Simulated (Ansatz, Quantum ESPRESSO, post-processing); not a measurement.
# Screening and band shifts of 2H-CrSSe, 1 layer, part 5 of 6

Aim: how 2H-CrSSe, 1 layer screens a field along its normal, and what the field does to its bands.

Quantum ESPRESSO 7.5; plane-wave DFT, PBE, GBRV ultrasoft pseudopotentials; geometry and cross-check by Ansatz 0.2.0 with PAW datasets.

So far. Step 11 (Self-consistent run: field 0.3 V/Å): The dipole goes from -0.0391 to 0.0347 e Å, 0.2458 e Å per V/Å. Step 12 (Electrostatic potential): The slope in the vacuum is 0.300 eV/Å for an applied 0.30 V/Å, as it should be.

## Step 13: Band structure: field 0.3 V/Å

Input file f3.bands.in:

```
&control
  prefix = 'f3.bands'
  outdir = './out'
  pseudo_dir = './pseudo'
  calculation = 'bands'
  tefield = .true.
  dipfield = .true.
/
&system
  ibrav = 0
  nat = 3
  ntyp = 3
  ecutwfc = 40
  ecutrho = 200
  occupations = 'smearing'
  smearing = 'fd'
  degauss = 0.004
  edir = 3
  emaxpos = 0.97
  eopreg = 0.04
  eamp = 0.00583407
  nbnd = 19
/
&electrons
  conv_thr = 1e-07
  mixing_beta = 0.4
  electron_maxstep = 120
  mixing_mode = 'local-TF'
/
ATOMIC_SPECIES
  Se  78.9710  se_pbe_v1.uspp.F.UPF
  Cr  51.9961  cr_pbe_v1.5.uspp.F.UPF
  S   32.0600  s_pbe_v1.4.uspp.F.UPF
CELL_PARAMETERS angstrom
  3.12657478435047 0.00000000000000 0.00000000000000
  -1.56328739217524 2.70769319007936 0.00000000000000
  0.00000000000000 0.00000000000000 20.14846134910000
ATOMIC_POSITIONS crystal
  Se  0.333333333333 0.666666666667 0.424896830027
  Cr  -0.000000000000 -0.000000000000 0.504967655179
  S   0.333333333333 0.666666666667 0.575801009293
K_POINTS crystal_b
4
  0.0000000000 0.0000000000 0.0000000000 14
  0.5000000000 0.0000000000 0.0000000000 14
  0.3333333333 0.3333333333 0.0000000000 14
  0.0000000000 0.0000000000 0.0000000000 1
```

The run is started by

```
> cp -r out/f3.save out/f3.bands.save
> cp out/f3.xml out/f3.bands.xml
> OMP_NUM_THREADS=1 mpirun -n 4 pw.x -nk 4 -in f3.bands.in > f3.bands.out
```

Numbers of over 12 decimals in the logs are rounded to 6 here.

The program printed:

```text
[banner, memory and clock lines left out]
Program PWSCF v.7.5 starts
[citation notice left out]

[...]
bravais-lattice index     =            0
     lattice parameter (alat)  =       5.9084  a.u.
     unit-cell volume          =    1151.0833 (a.u.)^3
     number of atoms/cell      =            3
     number of atomic types    =            3
     number of electrons       =        26.00
     number of Kohn-Sham states=           19
     kinetic-energy cutoff     =      40.0000  Ry
     charge density cutoff     =     200.0000  Ry
     Exchange-correlation=  SLA  PW   PBX  PBC
                           (   1   4   3   4   0   0   0)

[...]
PseudoPot. # 1 for Se read from file:
     ./pseudo/se_pbe_v1.uspp.F.UPF
     Pseudo is Ultrasoft + core correction, Zval =  6.0
     Generated by new atomic code, or converted to UPF format
     Using radial grid of  877 points,  6 beta functions with:
                l(1) =   0
                l(2) =   0
                l(3) =   1
                l(4) =   1
                l(5) =   2
                l(6) =   2
     Q(r) pseudized with  8 coefficients,  rinner =    1.300   1.300   1.300
                                                       1.300   1.300

     PseudoPot. # 2 for Cr read from file:
     ./pseudo/cr_pbe_v1.5.uspp.F.UPF
     Pseudo is Ultrasoft + core correction, Zval = 14.0
     Generated by new atomic code, or converted to UPF format
     Using radial grid of  857 points,  6 beta functions with:
                l(1) =   0
                l(2) =   0
                l(3) =   1
                l(4) =   1
                l(5) =   2
                l(6) =   2
     Q(r) pseudized with  8 coefficients,  rinner =    0.950   0.950   0.950
                                                       0.950   0.950

     PseudoPot. # 3 for S  read from file:
     ./pseudo/s_pbe_v1.4.uspp.F.UPF
     Pseudo is Ultrasoft + core correction, Zval =  6.0
     Generated by new atomic code, or converted to UPF format
     Using radial grid of  907 points,  6 beta functions with:
                l(1) =   0
                l(2) =   0
                l(3) =   1
                l(4) =   1
                l(5) =   2
                l(6) =   2
     Q(r) pseudized with  8 coefficients,  rinner =    1.300   1.300   1.300
                                                       1.300   1.300

     atomic species   valence    mass     pseudopotential
     Se                6.00    78.97100     Se( 1.00)
     Cr               14.00    51.99610     Cr( 1.00)
     S                 6.00    32.06000     S ( 1.00)

     No symmetry found

[...]
number of k points=    43  Fermi-Dirac smearing, width (Ry)=  0.0040
[...]
Dense  grid:    54921 G-vectors     FFT dimensions: (  27,  27, 180)

     Smooth grid:    39243 G-vectors     FFT dimensions: (  24,  24, 160)

     Check: negative core charge=   -0.000001

     The potential is recalculated from file :
     ./out/f3.bands.save/charge-density

     negative rho (up, down):  3.205E-03 0.000E+00

     Adding external electric field

     Computed dipole along edir(3) :
        Dipole                0.0656 Ry au,          0.1666 Debye
        Dipole field          0.0007 Ry au,

        E field amplitude [Ha a.u.]:  5.8341E-03
        Potential amp.        0.3742 Ry
        Total length         36.5521 bohr

     Starting wfcs are   18 randomized atomic wfcs +    1 random wfcs

     Band Structure Calculation
     Davidson diagonalization with overlap

     ethr =  3.85E-10,  avg # of iterations = 50.1

     End of band structure calculation

          k = 0.0000 0.0000 0.0000 (  4871 PWs)   bands (ev):

   -72.5007 -43.8731 -43.8065 -43.8065 -15.7865 -14.3224  -6.5119  -2.9234
    -2.8795  -2.8795  -1.8547  -1.8547  -0.9202   1.7808   1.7808   2.1513
     2.1513   2.6220   3.6317

          k = 0.0357 0.0206 0.0000 (  4863 PWs)   bands (ev):

   -72.5006 -43.8729 -43.8078 -43.8068 -15.7666 -14.3077  -6.4919  -3.0038
    -2.8712  -2.8524  -1.8754  -1.8650  -0.9225   1.7229   1.7843   2.0369
     2.1247   2.6514   3.6625

[...]
```

Run time: 21 s. Hardware: 4 MPI ranks of Arm Neoverse V1, shared host; peak memory 0.29 GiB.

Numbers from this step:

| Item | Value |
| --- | --- |
| valence top, on the run's zero | -0.9202 eV |
| conduction bottom, on the run's zero | -0.1096 eV |
| gap by band count | 0.8106 eV |

Band numbers count within the set of bands kept for display. The electronic bands at the labelled points (eV, zero at the highest filled level of the SCF mesh; v1 is the highest filled band, c1 the lowest empty one):

| point | v4 | v3 | v2 | v1 | c1 | c2 | c3 | c4 |
| --- | --- | --- | --- | --- | --- | --- | --- | --- |
| Γ | -1.96 | -0.93 | -0.93 | 0.00 | 2.70 | 2.70 | 3.07 | 3.07 |
| M | -2.49 | -1.65 | -0.79 | -0.66 | 1.08 | 1.33 | 2.96 | 3.24 |
| K | -3.43 | -3.42 | -1.68 | -0.04 | 0.81 | 1.86 | 1.99 | 3.36 |
| Γ | -1.96 | -0.93 | -0.93 | 0.00 | 2.70 | 2.70 | 3.07 | 3.07 |

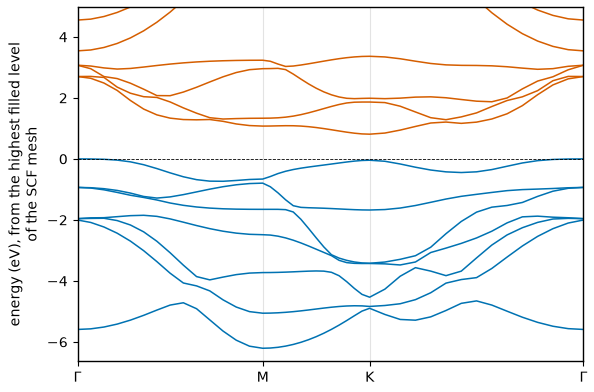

Electronic bands along the path; lines of filled and empty bands in two colours.

Upper empty bands that drop with the field can be states of the vacuum, held by the sawtooth; they depend on the cell's width.

Along this path the valence top lies at Γ and the conduction bottom at K. The valence levels at Γ and K lie only 0.04 eV apart, so strain, functional or spin-orbit coupling can change their order.

## Step 14: Valence density

plot_num = 0 writes the valence density.

Input file f0.rho.in:

```
&inputpp
  prefix = 'f0'
  outdir = './out'
  filplot = 'f0.rho.dat'
  plot_num = 0
/
```

The run is started by

```
> OMP_NUM_THREADS=1 mpirun -n 4 pp.x -in f0.rho.in > f0.rho.out
```

The program printed:

```text
[banner, memory and clock lines left out]
Program POST-PROC v.7.5 starts

          URL

     ./out/f0.save/

     IMPORTANT: XC functional enforced from input :
     Exchange-correlation= PBE
                           (   1   4   3   4   0   0   0)
     Any further DFT definition will be discarded
     Please, verify this is what you really want

     Check: negative core charge=   -0.000001

     negative rho (up, down):  3.210E-03 0.000E+00

     Adding external electric field

     Computed dipole along edir(3) :
        Dipole               -0.0738 Ry au,         -0.1876 Debye
        Dipole field         -0.0008 Ry au,

        Potential amp.        0.0589 Ry
        Total length         36.5521 bohr

     Calling punch_plot, plot_num =   0
     Writing data to file  f0.rho.dat
     Message from routine chdens:
     namelist plot not found or invalid, exiting
```

It took 1.1 s on 4 MPI ranks; peak memory 0.1 GiB; 4.2 s of CPU time.

This step gave:

| Quantity | Value |
| --- | --- |
| electrons by integration | 26.00 e |

Mean over planes. The valence density, planar mean by z:

| z (Å) | valence density, planar mean (e/Å³) |
| --- | --- |
| 4 | 3.6e-6 |
| 6 | 0.00145 |
| 8 | 0.321 |
| 10 | 1.60 |
| 12 | 0.386 |
| 14 | 0.00154 |
| 16 | 7.1e-6 |

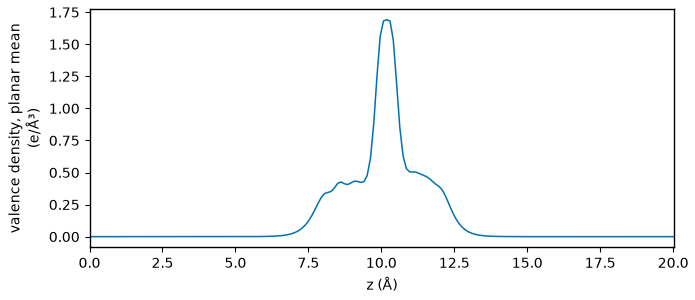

Valence density, planar mean against z.

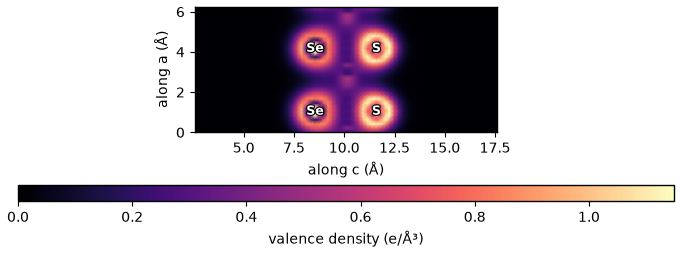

Valence density in the ca plane at fractional y = 0.667, with atoms of Se and S within 0.2 Å of it. It is the smooth field of the valence electrons, not physical close to the nuclei. The far vacuum is left out of the map.

The density integrates to 26.000 electrons, as the 26 of the input ask.

## Step 15: Valence density

Input file f2.rho.in:

```
&inputpp
  prefix = 'f2'
  outdir = './out'
  filplot = 'f2.rho.dat'
  plot_num = 0
/
```

The run is started by

```
> OMP_NUM_THREADS=1 mpirun -n 4 pp.x -in f2.rho.in > f2.rho.out
```

The job ended after 1.1 s (4 MPI ranks; peak memory 0.1 GiB).

## Step 16: Charge moved by a field of 0.2 V/Å

This step gave:

| Property | Result |
| --- | --- |
| largest charge moved across a plane | 0.001123 e/Å² |
| dipole step | -1.051 eV |

The planar mean by z:

| z (Å) | planar mean (e/Å³) |
| --- | --- |
| 2 | 2.6e-8 |
| 3 | 1.8e-7 |
| 4 | 1.6e-6 |
| 5 | 1.4e-5 |
| 6 | 1.0e-4 |
| 7 | 5.3e-4 |
| 8 | 2.9e-4 |
| 9 | 1.4e-4 |
| 10 | 2.0e-5 |
| 11 | -1.6e-5 |
| 12 | -2.9e-4 |
| 13 | -5.4e-4 |
| 14 | -9.3e-5 |
| 15 | -1.1e-5 |
| 16 | -1.1e-6 |
| 17 | -1.1e-7 |
| 18 | -1.5e-8 |

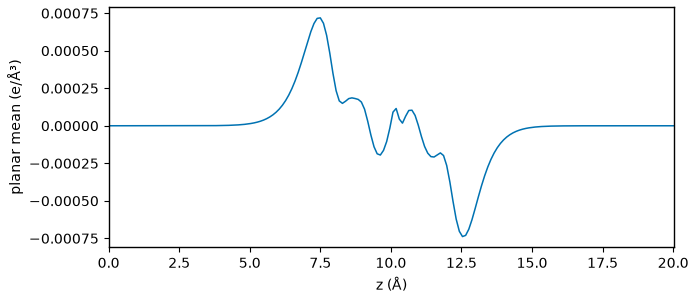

Planar mean against z.

Table of running integral, electrons below z by z:

| z (Å) | running integral, electrons below z (e/Å²) |
| --- | --- |
| 2 | 1.1e-8 |
| 4 | 8.4e-7 |
| 6 | 5.8e-5 |
| 8 | 9.4e-4 |
| 10 | 0.00103 |
| 12 | 9.0e-4 |
| 14 | 3.9e-5 |
| 16 | 4.0e-7 |
| 18 | 2.9e-9 |

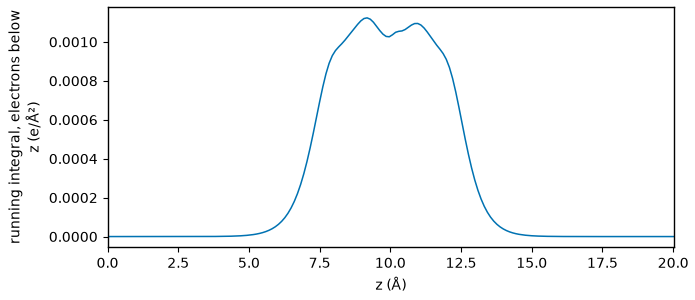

Running integral, electrons below z, plotted against z.

## Step 17: Polarisability from the dipole between 0 and 0.1 V/A

This step gave:

| Quantity | Value |
| --- | --- |
| change of slope in the vacuum | 0.10000 eV/Å |
| polarisability a cell | 3.544 Å³ |
| sheet polarisability 4πα/A | 5.260 Å |

Table of change of the potential energy, second field less first by z:

| z (Å) | change of the potential energy, second field less first (eV) |
| --- | --- |
| 0 | -0.364 |
| 2 | -0.537 |
| 4 | -0.337 |
| 6 | -0.139 |
| 8 | -0.0104 |
| 10 | -5.1e-4 |
| 12 | 0.0105 |
| 14 | 0.139 |
| 16 | 0.337 |
| 18 | 0.537 |
| 20 | -0.105 |

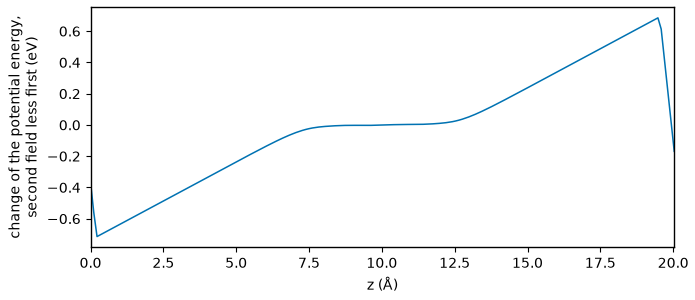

Change of the potential energy, second field less first against z.

## Step 18: Dipole against field

Table of dipole along the normal, dipole moment by applied field:

| applied field (V/Å) | dipole along the normal, dipole moment (e·Å) |
| --- | --- |
| 0.000 | -0.0391 |
| 0.100 | -0.0144 |
| 0.200 | 0.0101 |
| 0.300 | 0.0347 |

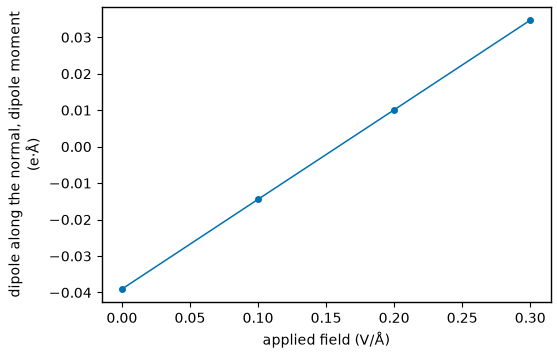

Dipole along the normal, dipole moment against applied field.

## Step 19: The same in Ansatz: field 0.1 V/Å

As a check, the same structure is run in Ansatz.

Level of this step: plane-wave DFT, PBE, Ansatz PAW (Ansatz 0.2.0).

Input file input.yaml:

```yaml
crystal:
  lattice:
    - [3.1265747844, 0.0, 0.0]
    - [-1.5632873922, 2.7076931901, 0.0]
    - [0.0, 0.0, 20.1484613491]
  atoms:
    - { symbol: Se, position: [0.3333333333, 0.6666666667, 0.42489683] }
    - { symbol: Cr, position: [0.0, 0.0, 0.5049676552] }
    - { symbol: S, position: [0.3333333333, 0.6666666667, 0.5758010093] }
kpoints:
  mp_grid: { grid: [12, 12, 1] }
hamiltonian:
  xc: pbe
scf:
  occupations: { method: fermi_dirac, width: 0.054 }
  convergence: { dr2_threshold: 1.0e-09 }
efield:
  axis: 3
  dipole_correction: true
  ramp_position: 0.97
  ramp_width: 0.04
  amplitude: 0.1
output:
  write_potential: true
  write_density: true
  volumetric_format: npy
```

The run is started by

```
> ansatz run input.yaml --threads 4 --pin off --max-ram 8192MiB --backend cpu --events-out ev --progress --plain --runs-dir out
```

The program printed:

```text
[...]
Crystal: 3 atoms, lattice volume = 170.573 Å³
Basis set: ecut = 420 eV, 3331 PW (Γ)
Bands: 22, of which v1, the nominal top of the filled ones, is band 18 counted from 1 (17 counted from 0)
Symmetry: 6 space group operations
[...]
k-points: 19 of 144 (time reversal used)
[...]
SCF iter   1: F=—  HF=-9753.584557 eV  |F-HF|=—  |Δ(HF+E_count)|=         —  Δρ=1.02e-1  dr2=2.13e1  ethr=3.10e-3  p=0.026 e·Å  D=2.75e-2 V/Å  ΔV_dip=-0.55 eV  dr2_dipole=2.69e-2  V_vac-E_F(+/−)=5.10/3.81 eV  ⟨swp⟩=9.5  Hψ=2409  notcnv=0
[...]
SCF iter  14: F=-9750.592501 eV  HF=-9750.592501 eV  |F-HF|=2.71e-10  |Δ(HF+E_count)|=   1.38e-9  Δρ=3.92e-7  dr2=3.52e-10  ethr=2.78e-12  p=-0.015 e·Å  D=-1.56e-2 V/Å  ΔV_dip=0.31 eV  dr2_dipole=2.99e-11  V_vac-E_F(+/−)=6.15/3.99 eV  ⟨swp⟩=2.7  Hψ=1402  notcnv=0
SCF 1 converged in 14 iterations: F = -9750.592501 eV  dr2 = 3.52e-10
[...]
WARN: The output density's exchange-correlation potential varies sharply where the density is thin. Do not read a vacuum level from v_tot or v_xc, or from such a field of the output density. On a cell that repeats whose density bears no net charge and no dipole along the vacuum's axis use v_es (v_loc + v_h of the components); under efield.dipole_correction with no amplitude use v_es + v_field, which holds any externa [...]
SCF converged after 14 iterations
Free energy (F): -9750.592501 eV
[...]
Internal energy: -9750.592461 eV  (E = F + TS)
E sigma→0 (E₀):  -9750.592481 eV
Entropy (-TS):   -0.000040 eV (-0.013 meV/atom)
Fermi energy:    -0.182377 eV
Dipole field:    D = -0.015553 V/Å  (p = -0.014661 e·Å, saw-weighted, corrected)
Work function:   not extracted (applied field tilts the vacuum); planar V_es + V_field profile in the machine report
[...]
--- Band table (eV; the first three rows and the last of 19) ---
  k-point 0: bands = [... 14 lower, -2.5692, -1.5383, -1.5383, -0.6198, 2.0884, 2.0884, 2.4721, 2.4721]
  k-point 1: bands = [... 14 lower, -2.5274, -1.6431, -1.5923, -0.6390, 1.8089, 1.9589, 2.0740, 2.3660]
  k-point 2: bands = [... 14 lower, -2.4604, -1.8462, -1.7881, -0.7726, 1.1246, 1.4516, 1.7460, 2.3915]
  k-point 18: bands = [... 14 lower, -4.0330, -4.0327, -2.2837, -0.6491, 0.2043, 1.2607, 1.3839, 2.7628]
```

It took 3.8 s on 4 threads; peak memory 0.45 GiB.

This step gave:

```
free energy             : -9750.5925 eV
Fermi energy            : -0.1824 eV
gap by band count       : 0.8241 eV
dipole along the normal : -0.01466 e·Å
```

At 0.1 V/Å Ansatz's dipole is -0.0147 e Å against -0.0144 from pw.x.

## Step 20: Cross-check with Ansatz: field -0.1 V/Å

input.yaml is the input of step 19 with these lines changed:

```diff
@@ -21,3 +21,3 @@
   ramp_width: 0.04
-  amplitude: 0.1
+  amplitude: -0.1
 output:
```

The program printed:

```text
[...]
Crystal: 3 atoms, lattice volume = 170.573 Å³
Basis set: ecut = 420 eV, 3331 PW (Γ)
Bands: 22, of which v1, the nominal top of the filled ones, is band 18 counted from 1 (17 counted from 0)
Symmetry: 6 space group operations
[...]
k-points: 19 of 144 (time reversal used)
[...]
--- Band table (eV; the first three rows and the last of 19) ---
  k-point 0: bands = [... 14 lower, -2.5917, -1.5566, -1.5566, -0.6520, 2.0596, 2.0596, 2.4624, 2.4624]
  k-point 1: bands = [... 14 lower, -2.5504, -1.6609, -1.6066, -0.6714, 1.7822, 1.9477, 2.0446, 2.3569]
  k-point 2: bands = [... 14 lower, -2.4851, -1.8622, -1.7975, -0.8033, 1.1170, 1.4202, 1.7242, 2.3748]
  k-point 18: bands = [... 14 lower, -4.0576, -4.0527, -2.3055, -0.6676, 0.1853, 1.2417, 1.3649, 2.7460]
[key lines of the parts left out:]
SCF converged after 15 iterations
Free energy (F): -9750.600347 eV
Fermi energy:    -0.206049 eV
Dipole field:    D = -0.067659 V/Å  (p = -0.063778 e·Å, saw-weighted, corrected)
```

Run time: 3.6 s. Hardware: 4 threads; peak memory 0.45 GiB.

Read from the output:

| Property | Result |
| --- | --- |
| free energy | -9750.6003 eV |
| Fermi energy | -0.2060 eV |
| gap by band count | 0.8374 eV |
| dipole along the normal | -0.06378 e·Å |

## Step 21: Dipole against field, Ansatz

Dipole along the normal, dipole moment against applied field:

| applied field (V/Å) | dipole along the normal, dipole moment (e·Å) |
| --- | --- |
| -0.1000 | -0.0638 |
| 0.0000 | -0.0392 |
| 0.1000 | -0.0147 |

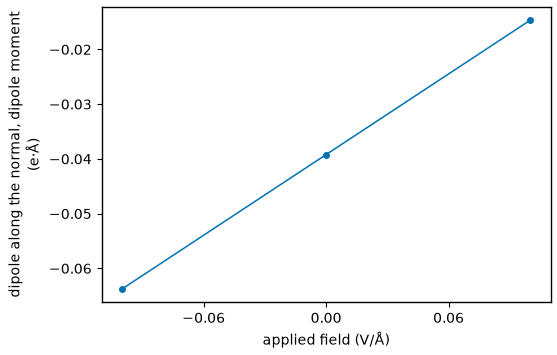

Dipole along the normal, dipole moment, plotted against applied field.

(Continued in part 6 of 6.)

[Logs are printed without paths, hosts, clocks, repeated set-up lines and the standing remarks that a program may print on its own settings, such as how far it seeks lower states.]

[Hosts, paths, dates, database ids (printed as entryN), source tags and the programs' standing remarks are cut or masked in the printed files.]

[Maps of the electrostatic potential energy from Ansatz leave out the sawtooth potential of an applied field or a dipole correction, so their vacuum need not be flat; planar profiles and work functions include it.]
